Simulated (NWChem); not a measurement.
## Energy and gradient calculation, with input and output: C3H6B (charge −1) (part 1 of 2)

C3H6B, charge −1, SMILES [BH3-]C1C=C1, computed with HF/3-21G, RHF (NWChem 7.3.0).

The geometry comes from this level: GFN2-xTB.

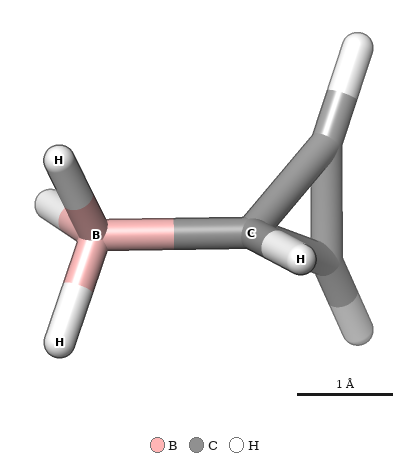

*The structure as given in the input (stick view, seen at a tilt).*

Bond lengths as drawn: B–C 1.63 Å, B–H 1.23 Å, C–C 1.30 to 1.52 Å and C–H 1.07 to 1.11 Å.

Results in brief:

```json
{"quantity": "outcome", "value": "converged"}
{"quantity": "total energy", "value": "−140.827801 hartree"}
{"quantity": "basis functions", "value": "48"}
{"quantity": "largest force", "value": "1.701 eV/Å"}
{"quantity": "HOMO", "value": "−3.47 eV"}
{"quantity": "LUMO", "value": "9.75 eV"}
{"quantity": "hardware", "value": "1 thread of Intel Xeon @ 2.90GHz (Ice Lake), 16 GiB of memory available, shared host"}
{"quantity": "wall time", "value": "3.3 s"}
{"quantity": "peak memory", "value": "0.099 GiB"}
```

Input:
```
start c3h6b
title "C3H6B"
memory 2200 mb
charge -1

geometry noautosym nocenter noautoz
   B    -1.076770    0.672890   -0.527540
   C    -0.112890   -0.514120    0.032550
   C     0.926250   -0.321210    1.118730
   C     1.398970   -0.506280   -0.076040
   H    -1.387440    0.438180   -1.693660
   H    -2.103130    0.725060    0.147380
   H    -0.499300    1.755200   -0.470930
   H    -0.546270   -1.534550    0.017800
   H     1.135880   -0.145260    2.153590
   H     2.264690   -0.569920   -0.701880
end

basis spherical bse
   * library 3-21G
end

scf
   thresh 1e-08
   maxiter 80
end

task scf gradient
```

Command:
```bash
nwchem c3h6b.nw > c3h6b.out
```

What the program printed:
```
Northwest Computational Chemistry Package (NWChem) 7.3.0
             --------------------------------------------------------

           Job information
           ---------------

    nwchem branch   = 7.3.0
    use scalapack   = T
    input           = c3h6b.nw
    prefix          = c3h6b.
    data base       = ./c3h6b.db
    status          = startup
    nproc           =        1

           Memory information
           ------------------

    heap     =     72089596 doubles =      550.0 Mbytes
    stack    =     72089601 doubles =      550.0 Mbytes
    global   =    144179200 doubles =     1100.0 Mbytes (distinct from heap & stack)
    total    =    288358397 doubles =     2200.0 Mbytes
    verify   = yes
    hardfail = no

           Directory information
           ---------------------

  0 permanent = .
  0 scratch   = .

                                NWChem Input Module
                                -------------------

                                       C3H6B
                                       -----

 Scaling coordinates for geometry "geometry" by  1.889725989
 (inverse scale =  0.529177249)

                             Geometry "geometry" -> ""
                             -------------------------

 Output coordinates in angstroms (scale by  1.889725989 to convert to a.u.)

  No.       Tag          Charge          X              Y              Z
 ---- ---------------- ---------- -------------- -------------- --------------
    1 B                    5.0000    -1.07677000     0.67289000    -0.52754000
    2 C                    6.0000    -0.11289000    -0.51412000     0.03255000
    3 C                    6.0000     0.92625000    -0.32121000     1.11873000
    4 C                    6.0000     1.39897000    -0.50628000    -0.07604000
    5 H                    1.0000    -1.38744000     0.43818000    -1.69366000
    6 H                    1.0000    -2.10313000     0.72506000     0.14738000
    7 H                    1.0000    -0.49930000     1.75520000    -0.47093000
    8 H                    1.0000    -0.54627000    -1.53455000     0.01780000
    9 H                    1.0000     1.13588000    -0.14526000     2.15359000
   10 H                    1.0000     2.26469000    -0.56992000    -0.70188000

      Atomic Mass
      -----------

      B                 11.009310
      C                 12.000000
      H                  1.007825

 Effective nuclear repulsion energy (a.u.)      99.5209894535

            Nuclear Dipole moment (a.u.)
            ----------------------------
        X                 Y               Z
 ---------------- ---------------- ----------------
    12.7642675734    -7.5900844331     6.1719206677

            XYZ format geometry
            -------------------
    10
 geometry
 B                    -1.07677000     0.67289000    -0.52754000
 C                    -0.11289000    -0.51412000     0.03255000
 C                     0.92625000    -0.32121000     1.11873000
 C                     1.39897000    -0.50628000    -0.07604000
 H                    -1.38744000     0.43818000    -1.69366000
 H                    -2.10313000     0.72506000     0.14738000
 H                    -0.49930000     1.75520000    -0.47093000
 H                    -0.54627000    -1.53455000     0.01780000
 H                     1.13588000    -0.14526000     2.15359000
 H                     2.26469000    -0.56992000    -0.70188000

 ==============================================================================
                                internuclear distances
 ------------------------------------------------------------------------------
       center one      |      center two      | atomic units |  angstroms
 ------------------------------------------------------------------------------
    2 C                |   1 B                |     3.07727  |     1.62842
    3 C                |   2 C                |     2.86393  |     1.51552
    4 C                |   2 C                |     2.86440  |     1.51578
    4 C                |   3 C                |     2.45315  |     1.29815
    5 H                |   1 B                |     2.32324  |     1.22941
    6 H                |   1 B                |     2.32341  |     1.22949
    7 H                |   1 B                |     2.32065  |     1.22804
    8 H                |   2 C                |     2.09522  |     1.10874
    9 H                |   3 C                |     2.02284  |     1.07044
   10 H                |   4 C                |     2.02227  |     1.07014
 ------------------------------------------------------------------------------
                         number of included internuclear distances:         10
 ==============================================================================

 ==============================================================================
                                 internuclear angles
 ------------------------------------------------------------------------------
        center 1       |       center 2       |       center 3       |  degrees
 ------------------------------------------------------------------------------
    2 C                |   1 B                |   5 H                |   109.67
    2 C                |   1 B                |   6 H                |   109.65
    2 C                |   1 B                |   7 H                |   110.38
    5 H                |   1 B                |   6 H                |   108.53
    5 H                |   1 B                |   7 H                |   109.32
    6 H                |   1 B                |   7 H                |   109.26
    1 B                |   2 C                |   3 C                |   124.03
    1 B                |   2 C                |   4 C                |   124.19
    1 B                |   2 C                |   8 H                |   115.78
    2 C                |   3 C                |   4 C                |    64.65
    3 C                |   2 C                |   8 H                |   113.25
    4 C                |   2 C                |   8 H                |   113.18
    2 C                |   3 C                |   4 C                |    64.65
    2 C                |   3 C                |   9 H                |   148.00
    4 C                |   3 C                |   9 H                |   147.34
    4 C                |   3 C                |   2 C                |    64.65
    2 C                |   4 C                |  10 H                |   148.05
    3 C                |   4 C                |  10 H                |   147.28
 ------------------------------------------------------------------------------
                            number of included internuclear angles:         18
 ==============================================================================

 Summary of "ao basis" -> "" (spherical)
 ------------------------------------------------------------------------------
       Tag                 Description            Shells   Functions and Types
 ---------------- ------------------------------  ------  ---------------------
 *                           3-21G                    on all atoms

                      Basis "ao basis" -> "ao basis" (spherical)
                      -----
  [basis functions not shown]

 Summary of "ao basis" -> "ao basis" (spherical)
 ------------------------------------------------------------------------------
       Tag                 Description            Shells   Functions and Types
 ---------------- ------------------------------  ------  ---------------------
 B                           3-21G                   5        9   3s2p
 C                           3-21G                   5        9   3s2p
 H                           3-21G                   2        2   2s

                                 NWChem SCF Module
                                 -----------------

                                       C3H6B

  ao basis        = "ao basis"
  functions       =    48
  atoms           =    10
  closed shells   =    15
  open shells     =     0
  charge          =  -1.00
  wavefunction    = RHF
  input vectors   = atomic
  output vectors  = ./c3h6b.movecs
  use symmetry    = F
  symmetry adapt  = F

 Summary of "ao basis" -> "ao basis" (spherical)
 ------------------------------------------------------------------------------
       Tag                 Description            Shells   Functions and Types
 ---------------- ------------------------------  ------  ---------------------
 B                           3-21G                   5        9   3s2p
 C                           3-21G                   5        9   3s2p
 H                           3-21G                   2        2   2s

 Forming initial guess at       0.1s

      Superposition of Atomic Density Guess
      -------------------------------------

 Sum of atomic energies:        -139.76468344

 Renormalizing density from      29.00 to     30

      Non-variational initial energy
      ------------------------------

 Total energy =    -145.535305
 1-e energy   =    -395.860675
 2-e energy   =     150.804381
 HOMO         =       0.080443
 LUMO         =       0.346998

 Starting SCF solution at       0.1s

 ----------------------------------------------
         Quadratically convergent ROHF

 Convergence threshold     :          1.000E-08
 Maximum no. of iterations :           80
 Final Fock-matrix accuracy:          1.000E-10
 ----------------------------------------------

              iter       energy          gnorm     gmax       time
             ----- ------------------- --------- --------- --------
                 1     -140.7193759771  1.11D+00  2.58D-01      0.3
                 2     -140.8192402330  2.98D-01  7.83D-02      0.5
                 3     -140.8277753767  1.42D-02  3.77D-03      0.9
                 4     -140.8278008223  6.24D-05  2.01D-05      1.4
                 5     -140.8278008231  1.87D-09  7.24D-10      2.5

       Final RHF  results
       ------------------

         Total SCF energy =   -140.827800823106
      One-electron energy =   -391.524709691064
      Two-electron energy =    151.175919414457
 Nuclear repulsion energy =     99.520989453500

        Time for solution =      2.3s

             Final eigenvalues
             -----------------

              1
    1  -11.0001
    2  -10.9995
    3  -10.9657
    4   -7.2331
    5   -0.9691
    6   -0.6198
    7   -0.5814
    8   -0.4981
    9   -0.4334
   10   -0.3294
   11   -0.2495
   12   -0.2483
   13   -0.1746
   14   -0.1570
   15   -0.1275
   16    0.3582
   17    0.4588
   18    0.4684
   19    0.5088
   20    0.5512
   21    0.5579
   22    0.5643
   23    0.5946
   24    0.6535
   25    0.7001

                       ROHF Final Molecular Orbital Analysis
                       -------------------------------------

 Vector    5  Occ=2.000000D+00  E=-9.691339D-01
              MO Center=  8.2D-01, -4.6D-01,  3.9D-01, r^2= 9.0D-01
   Bfn.  Coefficient  Atom+Function         Bfn.  Coefficient  Atom+Function
  ----- ------------  ---------------      ----- ------------  ---------------
    24      0.254672   3 C  s                33      0.254523   4 C  s
    15      0.216985   2 C  s                20      0.161271   3 C  s
    29      0.161236   4 C  s
```
